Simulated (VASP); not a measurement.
Band structure of CoAl (CsCl type). These are SCAN meta-GGA, VASP's PBE PAW potentials (set 64) (plane waves; VASP) values and carry that method's errors.

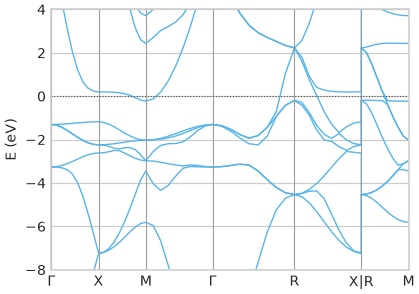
Figure. Bands along high-symmetry lines, zero at the valence-band maximum or, without a gap, the Fermi level

### Question
Read the plot: is there a gap, and where are the band edges?

### Answer
It has no gap at this level: it comes out as a metal or semimetal.

The compound is CoAl in the CsCl type structure. It was relaxed first, which changed the volume by -5 %. The run is not spin-polarised, so no magnetic state was tried.
